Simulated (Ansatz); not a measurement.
The reference is ZrS₂ in the CdI2 type structure (space group P-3m1, No. 164; a = 3.635 Å, c = 5.720 Å; layered, stacked along the Cartesian z axis).

It is then changed as follows: a hydrostatic pressure of 0.3 GPa.

Calculations: PBE-D3(BJ), PAW, 420 eV (Ansatz, a first-principles code; no spin-orbit coupling).

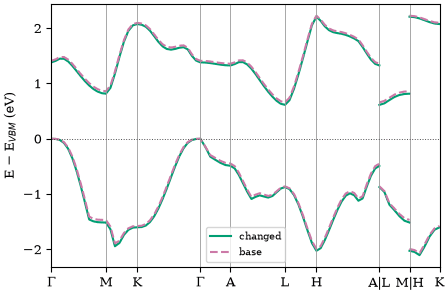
Figure. Highest valence and lowest conduction band along the path, each from its own valence-band maximum

The gap is 0.61 eV, indirect, Γ → L; the base has 0.66 eV.

Load acts through the strain it causes; cell and atoms are relaxed under it. No phonon test of stability was made.
